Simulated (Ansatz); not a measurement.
The starting structures come from a database of crystals and need not be the phases stable at ambient conditions.

 Where the default PAW files enter, the runs use the earlier of Ansatz's two default sets.

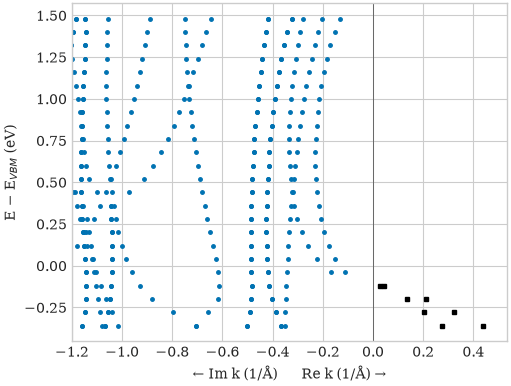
*Complex bands at the centre of the two-dimensional zone; PBEsol (Ansatz, a program for electronic structure)*

The gap is the functional's own. No spin-orbit coupling. Mid-gap values are interpolated on the energy grid.

### Question
This is K₃Cu₃P₂ (R-3m, not sure to be the ambient phase, 8 atoms a cell, 23.1 Å³ an atom) along the normal of (101). Read off the slowest decay at the centre of the two-dimensional zone at 0.60 eV, the computed energy nearest the middle of the gap.

### Answer
κ ≈ 0.23 1/Å, a decay length 1/(2κ) of the density of 2.2 Å.
